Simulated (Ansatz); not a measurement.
The end point of a relaxation of CdS. Space group P6₃mc (No. 186), AFLOW prototype AB_hP8_186_ab_ab (B5, as in SiC). Level of theory: PBEsol (plane waves to 420 eV, PAW, scalar-relativistic; Ansatz, an electronic-structure program).

Space group P6₃mc (No. 186); a = b = 4.1210 Å, c = 13.4387 Å, α = β = 90.00°, γ = 120.00°

| atom | site | symmetry | x | y | z |
|---|---|---|---|---|---|
| Cd | 2a | 3m. | 0.0000 | 0.0000 | 0.0004 |
| Cd | 2b | 3m. | 0.3333 | 0.6667 | 0.2502 |
| S | 2a | 3m. | 0.0000 | 0.0000 | 0.3126 |
| S | 2b | 3m. | 0.3333 | 0.6667 | 0.0624 |

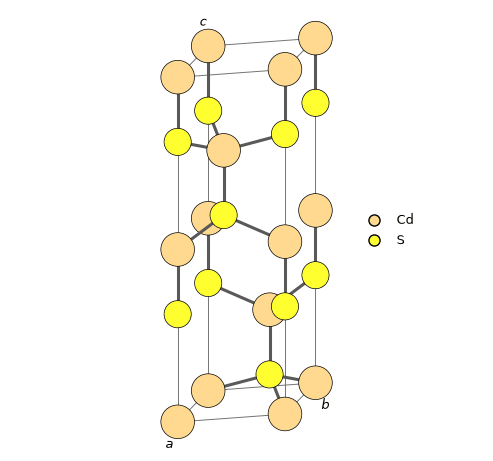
*The conventional cell of the relaxed structure*

For CdS, the volume per atom comes out as 24.71 Å³ and the band gap is 1.05 eV, direct at Γ (no spin-orbit coupling). The shortest distances is Cd–S 2.52 Å and the k-mesh is 9×9×3.

Band energies at high-symmetry points (eV from the VBM; labels of this space group; no spin-orbit coupling), from −5 eV up to 6.0 eV:

| point | energies |
|---|---|
| Γ | -4.49 -2.55 -2.53 -0.77 -0.77 -0.41 -0.41 -0.40 -0.40 -0.03 0.00 0.00 1.05 2.63 2.79 2.80 6.03 |
| M | -4.44 -4.23 -3.93 -3.75 -2.46 -2.01 -1.93 -1.38 -1.38 -1.35 -0.94 -0.77 3.01 3.23 3.83 4.13 4.83 5.07 5.86 5.94 |
| K | -4.11 -4.02 -4.02 -3.78 -2.89 -2.89 -2.05 -2.05 -1.92 -1.48 -1.48 -1.17 4.29 4.67 4.67 5.04 5.04 5.07 |
| A | -3.86 -3.86 -1.07 -1.07 -0.67 -0.67 -0.67 -0.67 -0.12 -0.12 -0.12 -0.12 1.94 1.94 2.82 2.82 |
| L | -4.29 -4.29 -3.93 -3.93 -2.11 -2.11 -1.77 -1.77 -1.26 -1.26 -0.96 -0.96 3.41 3.41 3.79 3.79 4.63 4.63 |
| H | -4.04 -4.04 -3.96 -3.96 -2.78 -2.78 -2.26 -2.26 -1.53 -1.53 -1.37 -1.37 4.36 4.36 4.72 4.72 5.40 5.40 |

No spin polarisation in the result.

The run could not lose the symmetry of its start.

The first start was generated by placing the elements on the sites of a structure type. A measured structure of CdS has the same space group, P6₃mc (No. 186); the sites were not compared with it.
